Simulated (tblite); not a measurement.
Geometry relaxation, with input and output: CH11BNSi3 (part 1 of 2)

System: CH11BNSi3, multiplicity 2.
Method: GFN2-xTB geometry optimisation, gas phase (tblite 0.8.0).

It belongs to a series of runs on one base structure; here: H removed from N.

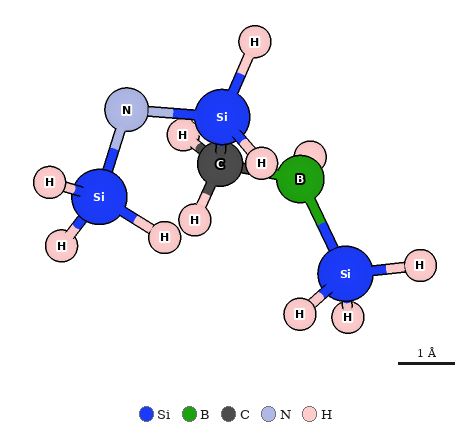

Figure 1. The structure as given in the input (ball-and-stick view, seen at a tilt).

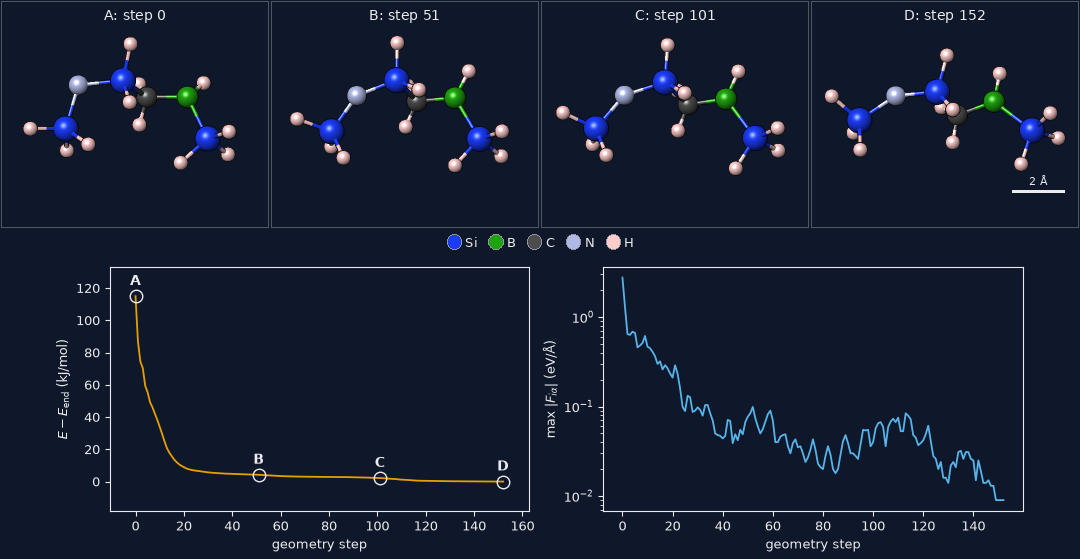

Figure 2. Frames of the relaxation (ball-and-stick view, seen at a tilt) above the curves, on which the letters mark them (steps are counted from 0).

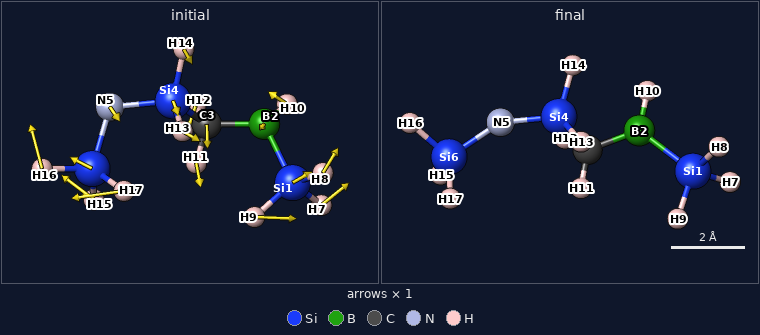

Figure 3. Before (left) and after (right) the relaxation, at one scale (ball-and-stick view, seen at a tilt). The yellow arrows give the displacements, at true length. H17 moves most after the best rigid fit: 1.50 Å. Largest moves by element: H 1.50 Å, Si 0.72 Å, C 0.71 Å, N 0.56 Å, B 0.25 Å. Distances before and after: C3–Si4 1.851 → 1.994 Å, Si4–N5 1.792 → 1.660 Å, N5–Si6 1.790 → 1.699 Å, B2–C3 1.588 → 1.516 Å. Among the angles that change: Si4–N5–Si6 108.0° → 148.6°, N5–Si4–H13 108.0° → 123.0°, B2–C3–H11 105.7° → 119.7°. The energy falls by 115.0 kJ/mol in 152 geometry steps. The largest force component goes from 2.8 to 0.009 eV/Å. (Atoms are counted from 1 in the order of the input.)

These pictures come from the run below.

### The input
```
{"job": {"kind": "relax", "xc": "GFN2-xTB", "basis": "xTB"}, "charge": 0, "multiplicity": 2}
Si    -2.540400     1.054600     0.556400
B     -1.976000    -0.698900    -0.042700
C     -0.509700    -0.800500    -0.643000
Si     0.784600    -1.193400     0.620000
N      2.336100    -1.182400    -0.277500
Si     2.876500     0.517300    -0.429100
H     -3.597900     1.492000    -0.374100
H     -3.017700     1.053000     1.952400
H     -1.433300     2.010600     0.480900
H     -2.801600    -1.363800    -0.579400
H     -0.268700     0.222000    -1.030600
H     -0.457300    -1.480200    -1.508600
H      0.847400    -0.138600     1.658000
H      0.589500    -2.523200     1.230400
H      2.507800     1.130300    -1.701600
H      4.350100     0.564800    -0.271500
H      2.303400     1.348600     0.649000
```

The first line tells a small driver script what to run in tblite; the rest is the geometry in Å.

Run as:
```bash
OMP_NUM_THREADS=1 python <driver script> task.json out
```

### What the program printed
```
step      E/eV     max force
  0    -462.64299    2.880
  1    -462.93390    1.646
  2    -463.06339    0.821
  3    -463.10479    0.652
  4    -463.21866    0.781
  5    -463.26131    0.731
  6    -463.32443    0.645
  7    -463.35725    0.676
  8    -463.39866    0.586
  9    -463.43782    0.627
 10    -463.48325    0.578
 11    -463.52842    0.569
 12    -463.57745    0.543
 13    -463.62043    0.474
 14    -463.64950    0.352
 15    -463.67199    0.362
 16    -463.69368    0.299
 17    -463.71017    0.432
 18    -463.72377    0.391
 19    -463.73393    0.258
 20    -463.74257    0.286
 21    -463.75048    0.301
 22    -463.75576    0.246
 23    -463.75964    0.188
 24    -463.76278    0.107
 25    -463.76504    0.101
 26    -463.76699    0.136
 27    -463.76907    0.146
 28    -463.77128    0.113
 29    -463.77359    0.126
 30    -463.77579    0.099
 31    -463.77746    0.095
 32    -463.77867    0.089
 33    -463.77976    0.106
 34    -463.78088    0.106
 35    -463.78201    0.094
 36    -463.78304    0.079
 37    -463.78384    0.063
 38    -463.78435    0.061
 39    -463.78472    0.049
 40    -463.78507    0.052
 41    -463.78545    0.059
 42    -463.78591    0.092
 43    -463.78645    0.093
 44    -463.78702    0.059
 45    -463.78756    0.060
 46    -463.78805    0.051
 47    -463.78851    0.077
 48    -463.78901    0.076
 49    -463.78966    0.071
 50    -463.79053    0.090
 51    -463.79158    0.088
 52    -463.79266    0.106
 53    -463.79365    0.088
 54    -463.79448    0.080
 55    -463.79519    0.058
 56    -463.79587    0.061
 57    -463.79666    0.070
 58    -463.79768    0.087
 59    -463.79884    0.098
 60    -463.79982    0.077
 61    -463.80042    0.043
 62    -463.80078    0.043
 63    -463.80112    0.064
 64    -463.80159    0.077
 65    -463.80214    0.063
 66    -463.80262    0.054
 67    -463.80294    0.037
 68    -463.80316    0.049
 69    -463.80338    0.053
 70    -463.80364    0.038
 71    -463.80388    0.036
 72    -463.80404    0.032
 73    -463.80414    0.032
 74    -463.80425    0.034
 75    -463.80444    0.038
 76    -463.80470    0.046
 77    -463.80495    0.037
 78    -463.80510    0.024
 79    -463.80518    0.023
 80    -463.80526    0.024
 81    -463.80538    0.031
 82    -463.80556    0.037
 83    -463.80575    0.029
 84    -463.80588    0.021
 85    -463.80595    0.019
 86    -463.80603    0.021
 87    -463.80616    0.030
 88    -463.80644    0.042
 89    -463.80695    0.050
 90    -463.80761    0.040
 91    -463.80810    0.031
 92    -463.80834    0.031
 93    -463.80847    0.029
 94    -463.80865    0.026
 95    -463.80900    0.041
 96    -463.80959    0.061
 97    -463.81032    0.067
 98    -463.81094    0.058
 99    -463.81135    0.043
100    -463.81168    0.044
101    -463.81219    0.062
102    -463.81333    0.077
103    -463.81491    0.086
104    -463.81627    0.072
105    -463.81712    0.057
106    -463.81766    0.066
107    -463.81825    0.087
108    -463.81926    0.093
109    -463.82159    0.082
110    -463.82247    0.105
111    -463.82313    0.066
112    -463.82381    0.066
113    -463.82511    0.112
114    -463.82613    0.109
115    -463.82763    0.097
116    -463.82876    0.068
117    -463.82943    0.046
118    -463.82975    0.050
119    -463.83005    0.055
120    -463.83044    0.045
121    -463.83108    0.051
122    -463.83158    0.074
123    -463.83190    0.048
124    -463.83207    0.032
125    -463.83219    0.028
126    -463.83229    0.022
127    -463.83241    0.025
128    -463.83251    0.022
129    -463.83258    0.020
130    -463.83264    0.018
131    -463.83269    0.023
132    -463.83277    0.025
133    -463.83288    0.029
134    -463.83306    0.031
135    -463.83326    0.036
136    -463.83345    0.031
137    -463.83361    0.031
138    -463.83376    0.031
139    -463.83393    0.028
140    -463.83410    0.026
141    -463.83423    0.022
142    -463.83433    0.025
143    -463.83443    0.021
144    -463.83457    0.018
145    -463.83465    0.020
146    -463.83473    0.018
147    -463.83479    0.015
148    -463.83484    0.018
149    -463.83487    0.012
150    -463.83490    0.011
151    -463.83491    0.010
152    -463.83493    0.010
```

### Trajectory as extended XYZ (Å, eV, eV/Å), 28 of the 153 frames kept, from step=0 to step=152
```
17
Properties=species:S:1:pos:R:3:forces:R:3 step=0 energy=-462.64299
Si   -2.5404    1.0546    0.5564    0.0090  -0.0560   0.5120
B    -1.9760   -0.6989   -0.0427    0.2960  -0.1540  -1.5770
C    -0.5097   -0.8005   -0.6430   -1.5880   0.9560  -1.1490
Si    0.7846   -1.1934    0.6200    2.7610  -0.7770   0.2600
N     2.3361   -1.1824   -0.2775   -1.4780   2.0790   0.8720
Si    2.8765    0.5173   -0.4291    0.3650  -1.3450   0.3390
H    -3.5979    1.4920   -0.3741    0.0130   0.1520   0.1480
H    -3.0177    1.0530    1.9524   -0.1160   0.1810  -0.0990
H    -1.4333    2.0106    0.4809   -0.0380   0.2480   0.0210
H    -2.8016   -1.3638   -0.5794    0.2170  -0.3390   0.5950
H    -0.2687    0.2220   -1.0306    0.0950  -0.7820   0.2830
H    -0.4573   -1.4802   -1.5086    0.1100   0.1320   0.4080
H     0.8474   -0.1386    1.6580   -0.3610  -0.3140  -0.0130
H     0.5895   -2.5232    1.2304   -0.0020   0.2000  -0.1590
H     2.5078    1.1303   -1.7016   -0.0800  -0.1140  -0.1640
H     4.3501    0.5648   -0.2715   -0.3370  -0.1700  -0.1040
H     2.3034    1.3486    0.6490    0.1340   0.1030  -0.1740
17
Properties=species:S:1:pos:R:3:forces:R:3 step=6 energy=-463.32443
Si   -2.5264    1.0493    0.5825   -0.0910   0.0480  -0.1410
B    -2.0151   -0.6521   -0.2528    0.2490  -0.4020   0.4380
C    -0.5449   -0.7764   -0.6958   -0.1400   0.0430  -0.1450
Si    0.8283   -1.2266    0.6502   -0.1820   0.0240  -0.2160
N     2.2381   -0.9958   -0.2529   -0.1440  -0.0650   0.2010
Si    2.9319    0.5618   -0.4227   -0.0050  -0.3190   0.0530
H    -3.5887    1.5400   -0.3055   -0.1990   0.2460   0.0270
H    -3.0583    1.0875    1.9608    0.0840  -0.0830  -0.1540
H    -1.4607    2.0614    0.5013   -0.0220   0.0240   0.1050
H    -2.8005   -1.5164   -0.4527    0.2240   0.1150   0.0940
H    -0.1671    0.1919   -1.0240    0.1020  -0.1230  -0.0830
H    -0.4051   -1.5050   -1.4950    0.1050   0.0680  -0.0360
H     0.7183   -0.2141    1.7000   -0.2600  -0.0300   0.2390
H     0.5947   -2.5607    1.1948    0.0660  -0.0370  -0.1660
H     2.5089    1.0664   -1.7156    0.0120   0.1330  -0.3720
H     4.3779    0.4910   -0.2929    0.1320  -0.1020  -0.0460
H     2.3617    1.4101    0.6093    0.0680   0.4590   0.2010
17
Properties=species:S:1:pos:R:3:forces:R:3 step=11 energy=-463.52842
Si   -2.5456    1.0561    0.5296   -0.0490   0.0730  -0.0690
B    -1.9733   -0.6997   -0.2081   -0.0880   0.2750  -0.0210
C    -0.5558   -0.7682   -0.7679    0.3660  -0.0790   0.2200
Si    0.7372   -1.2208    0.6631    0.1450   0.1270   0.1320
N     2.1597   -0.9215   -0.1829    0.0500   0.1190   0.1440
Si    2.9472    0.5810   -0.4178   -0.1150   0.2780  -0.0660
H    -3.6516    1.6619   -0.2452    0.0830  -0.0660  -0.0050
H    -3.0563    1.0707    1.9144    0.0240  -0.1630  -0.0110
H    -1.4928    2.0954    0.5524   -0.0370  -0.1270  -0.0600
H    -2.7247   -1.6055   -0.3237    0.2190   0.0540   0.1810
H    -0.0741    0.1555   -1.0660   -0.2730   0.1940  -0.1470
H    -0.3386   -1.5131   -1.5262   -0.1780  -0.0800  -0.1600
H     0.5184   -0.3028    1.7940   -0.2010  -0.1020  -0.0130
H     0.6180   -2.6038    1.0969   -0.0530  -0.1160  -0.1090
H     2.5425    1.0442   -1.7930    0.2110  -0.1200   0.4490
H     4.4171    0.3986   -0.3287   -0.4010  -0.0310  -0.0440
H     2.4656    1.5841    0.5981    0.2970  -0.2370  -0.4230
17
Properties=species:S:1:pos:R:3:forces:R:3 step=17 energy=-463.71017
Si   -2.5773    1.0748    0.4734    0.1080  -0.1240   0.0730
B    -1.9148   -0.6730   -0.2063    0.0370   0.1210   0.0920
C    -0.4999   -0.7618   -0.7971   -0.2900   0.2170  -0.2350
Si    0.6807   -1.2138    0.7240   -0.0760  -0.0580   0.1860
N     2.0973   -0.7897   -0.0465    0.0040  -0.0700   0.1010
Si    2.9485    0.6325   -0.4170    0.0880   0.0260  -0.0140
H    -3.6892    1.7610   -0.1992   -0.0020  -0.1100  -0.1480
H    -3.0527    0.9801    1.8662   -0.0310  -0.1300   0.0500
H    -1.5266    2.0978    0.5719    0.0980   0.0330  -0.0930
H    -2.5454   -1.6596   -0.1047   -0.0160   0.0030   0.0560
H    -0.0819    0.1701   -1.1635    0.0150   0.0060  -0.0180
H    -0.3410   -1.5249   -1.5626   -0.0180   0.0530   0.2000
H     0.2120   -0.4453    1.9059    0.0420  -0.2060  -0.2010
H     0.6272   -2.6659    0.9394   -0.0390   0.1660  -0.0150
H     2.6272    1.0043   -1.7981   -0.0760   0.0510  -0.1090
H     4.3596    0.2702   -0.3769    0.1610  -0.0720   0.0500
H     2.6692    1.7552    0.4801   -0.0050   0.0950   0.0210
17
Properties=species:S:1:pos:R:3:forces:R:3 step=23 energy=-463.75964
Si   -2.5730    1.0797    0.4821    0.0110  -0.0190   0.0380
B    -1.9028   -0.6498   -0.1787    0.0710  -0.0630  -0.0070
C    -0.5285   -0.7081   -0.8289    0.1140  -0.0550   0.0880
Si    0.6533   -1.2090    0.7303   -0.0910   0.0430  -0.1590
N     2.0868   -0.7402    0.0309   -0.0170   0.0520  -0.0040
Si    2.9712    0.6426   -0.4194    0.0800  -0.0220   0.0070
H    -3.6804    1.7331   -0.2302   -0.0130  -0.0660  -0.0540
H    -3.0589    0.9034    1.8658   -0.0040   0.0490   0.0150
H    -1.5108    2.0980    0.5442   -0.0050   0.0150   0.0190
H    -2.4819   -1.6577   -0.0052   -0.0420   0.0240   0.0550
H    -0.0850    0.2034   -1.2152   -0.0380  -0.0610   0.0270
H    -0.3597   -1.5196   -1.5333   -0.0220   0.0920  -0.0640
H     0.1092   -0.5352    1.9150   -0.0080   0.0090   0.0430
H     0.6075   -2.6618    0.8846   -0.0450   0.0170  -0.0270
H     2.6346    1.0024   -1.8082   -0.0330  -0.0260   0.0030
H     4.3704    0.2114   -0.3747    0.0240   0.0100   0.0220
H     2.7410    1.8195    0.4300    0.0160   0.0000  -0.0010
17
Properties=species:S:1:pos:R:3:forces:R:3 step=28 energy=-463.77128
Si   -2.5662    1.0748    0.4907   -0.0290   0.0340   0.0080
B    -1.8886   -0.6550   -0.1599   -0.0760  -0.0610   0.0070
C    -0.5250   -0.7053   -0.8286   -0.0530  -0.0100  -0.0760
Si    0.6315   -1.1978    0.7094    0.0870  -0.0140   0.0710
N     2.0793   -0.7117    0.0515    0.0280   0.0170  -0.0010
Si    2.9940    0.6431   -0.4196   -0.0230   0.0030   0.0340
H    -3.6767    1.6961   -0.2555    0.0510  -0.0800   0.0140
H    -3.0624    0.9008    1.8723    0.0010   0.0760  -0.0160
H    -1.5099    2.1023    0.5435   -0.0470  -0.0060   0.0260
H    -2.4811   -1.6543    0.0361    0.0540   0.0480   0.0050
H    -0.0900    0.2050   -1.2199   -0.0260   0.0650   0.0300
H    -0.3676   -1.4988   -1.5514   -0.0100  -0.0480  -0.0770
H     0.0878   -0.5607    1.9168    0.0000   0.0430   0.0190
H     0.5857   -2.6494    0.8596   -0.0200  -0.0460  -0.0400
H     2.6274    0.9915   -1.8050    0.0230  -0.0290   0.0010
H     4.3889    0.1988   -0.3662   -0.0040   0.0170  -0.0010
H     2.7658    1.8326    0.4154    0.0450  -0.0090  -0.0030
17
Properties=species:S:1:pos:R:3:forces:R:3 step=34 energy=-463.78088
Si   -2.5608    1.0667    0.5032   -0.0020  -0.0120  -0.0240
B    -1.8859   -0.6643   -0.1484    0.0360   0.0540   0.0380
C    -0.5387   -0.7058   -0.8478    0.0090   0.0170   0.0450
Si    0.6299   -1.1960    0.7056   -0.0240  -0.0180   0.0050
N     2.0803   -0.6901    0.0723   -0.0140  -0.0350   0.0210
Si    3.0119    0.6464   -0.4141   -0.0470  -0.0070   0.0050
H    -3.6656    1.6349   -0.2818   -0.0320   0.0050  -0.0200
H    -3.0702    0.9358    1.8801   -0.0250   0.0290   0.0320
H    -1.5246    2.1100    0.5537   -0.0010   0.0170   0.0000
H    -2.4713   -1.6535    0.0754   -0.0200  -0.1040  -0.0020
H    -0.1108    0.2208   -1.2098   -0.0080  -0.0040  -0.0360
H    -0.3803   -1.4860   -1.5886   -0.0030   0.0390   0.0240
H     0.0768   -0.5656    1.9196    0.0360  -0.0170  -0.0730
H     0.5603   -2.6535    0.8221    0.0150   0.0230  -0.0170
H     2.6319    0.9690   -1.8022    0.0390  -0.0040   0.0050
H     4.4037    0.1965   -0.3587    0.0140  -0.0010  -0.0080
H     2.8063    1.8468    0.4084    0.0260   0.0160   0.0050
17
Properties=species:S:1:pos:R:3:forces:R:3 step=39 energy=-463.78472
Si   -2.5642    1.0655    0.5094   -0.0150  -0.0140   0.0110
B    -1.8829   -0.6691   -0.1284   -0.0200  -0.0230  -0.0020
C    -0.5440   -0.6970   -0.8458   -0.0080   0.0070   0.0080
Si    0.6264   -1.2009    0.6960    0.0110   0.0020  -0.0170
N     2.0859   -0.6955    0.0841    0.0090   0.0120  -0.0300
Si    3.0111    0.6429   -0.4070    0.0470   0.0000  -0.0060
H    -3.6677    1.6051   -0.3005   -0.0090   0.0130   0.0050
H    -3.0800    0.9621    1.8881   -0.0230   0.0180  -0.0050
H    -1.5329    2.1163    0.5558   -0.0240  -0.0040  -0.0200
H    -2.4635   -1.6697    0.0857    0.0420   0.0260   0.0010
H    -0.1257    0.2320   -1.2143    0.0000  -0.0020   0.0150
H    -0.3902   -1.4710   -1.5937   -0.0090   0.0110   0.0180
H     0.0846   -0.5642    1.9060   -0.0040  -0.0040   0.0100
H     0.5540   -2.6566    0.8028    0.0080  -0.0150  -0.0030
H     2.6463    0.9597   -1.8002    0.0030  -0.0020   0.0080
H     4.4061    0.1995   -0.3572    0.0100  -0.0200   0.0030
H     2.8298    1.8528    0.4081   -0.0170  -0.0040   0.0030
17
Properties=species:S:1:pos:R:3:forces:R:3 step=45 energy=-463.78756
Si   -2.5819    1.0589    0.5151   -0.0340   0.0490   0.0100
B    -1.8849   -0.6707   -0.1129    0.0120  -0.0050  -0.0010
C    -0.5514   -0.6859   -0.8385    0.0280  -0.0020  -0.0120
Si    0.6326   -1.2040    0.6841    0.0200   0.0010   0.0170
N     2.0904   -0.6891    0.0757    0.0020  -0.0120  -0.0050
Si    3.0328    0.6418   -0.4042   -0.0190  -0.0120   0.0190
H    -3.6779    1.5937   -0.3086   -0.0220  -0.0070  -0.0020
H    -3.1072    0.9947    1.8929   -0.0120  -0.0160  -0.0170
H    -1.5583    2.1175    0.5437   -0.0010  -0.0040  -0.0090
H    -2.4370   -1.6837    0.1014   -0.0380  -0.0100   0.0310
H    -0.1357    0.2430   -1.2073   -0.0010   0.0390   0.0110
H    -0.4019   -1.4559   -1.5894   -0.0050  -0.0210  -0.0260
H     0.0873   -0.5745    1.8971    0.0150  -0.0120   0.0190
H     0.5581   -2.6624    0.7822    0.0190   0.0250  -0.0090
H     2.6638    0.9512   -1.7955    0.0150   0.0220  -0.0360
H     4.4228    0.1828   -0.3539    0.0030   0.0000   0.0150
H     2.8415    1.8548    0.4071    0.0170  -0.0340  -0.0080
17
Properties=species:S:1:pos:R:3:forces:R:3 step=51 energy=-463.79158
Si   -2.6188    1.0619    0.5179    0.0360  -0.0490  -0.0620
B    -1.8852   -0.6726   -0.0900   -0.0190   0.0840   0.0200
C    -0.5551   -0.6697   -0.8285   -0.0740   0.0050   0.0350
Si    0.6513   -1.2027    0.6751   -0.0230  -0.0020  -0.0080
N     2.1068   -0.7032    0.0512   -0.0080  -0.0050  -0.0170
Si    3.0562    0.6282   -0.4094   -0.0110   0.0120  -0.0430
H    -3.7138    1.5734   -0.3246    0.0060  -0.0250   0.0130
H    -3.1575    1.0254    1.8917    0.0120  -0.0230  -0.0330
H    -1.5915    2.1186    0.5178   -0.0290   0.0020   0.0170
H    -2.4253   -1.6908    0.1378   -0.0040   0.0200   0.0150
H    -0.1546    0.2726   -1.1865   -0.0040  -0.0660  -0.0020
H    -0.4209   -1.4336   -1.5915    0.0390   0.0690   0.0200
H     0.1156   -0.5897    1.9011    0.0220   0.0010   0.0090
H     0.5807   -2.6599    0.7553    0.0000  -0.0240   0.0030
H     2.7026    0.9581   -1.8038    0.0380  -0.0060   0.0250
H     4.4434    0.1647   -0.3358    0.0070   0.0000  -0.0060
H     2.8592    1.8314    0.4112    0.0120   0.0080   0.0120
17
Properties=species:S:1:pos:R:3:forces:R:3 step=56 energy=-463.79587
Si   -2.6537    1.0601    0.5102   -0.0120   0.0250   0.0070
B    -1.8951   -0.6651   -0.0591    0.0050  -0.0560  -0.0180
C    -0.5735   -0.6492   -0.8079    0.0470   0.0030  -0.0060
Si    0.6667   -1.2038    0.6617   -0.0020  -0.0170  -0.0020
N     2.1186   -0.7159    0.0186   -0.0360   0.0260  -0.0270
Si    3.0826    0.6137   -0.4181    0.0200  -0.0030   0.0200
H    -3.7528    1.5346   -0.3442   -0.0160  -0.0010  -0.0290
H    -3.2081    1.0512    1.8764    0.0140  -0.0310   0.0050
H    -1.6379    2.1245    0.4961   -0.0100   0.0450   0.0140
H    -2.4162   -1.6883    0.1897   -0.0080   0.0190   0.0040
H    -0.1772    0.2941   -1.1629   -0.0050   0.0520   0.0310
H    -0.4329   -1.3895   -1.5907   -0.0130  -0.0510   0.0300
H     0.1568   -0.6072    1.9080    0.0240   0.0020  -0.0170
H     0.6022   -2.6626    0.7227   -0.0230  -0.0170   0.0050
H     2.7586    0.9637   -1.8121    0.0230  -0.0090  -0.0020
H     4.4677    0.1454   -0.3173   -0.0060  -0.0090  -0.0220
H     2.8871    1.8063    0.4178   -0.0030   0.0220   0.0080
```
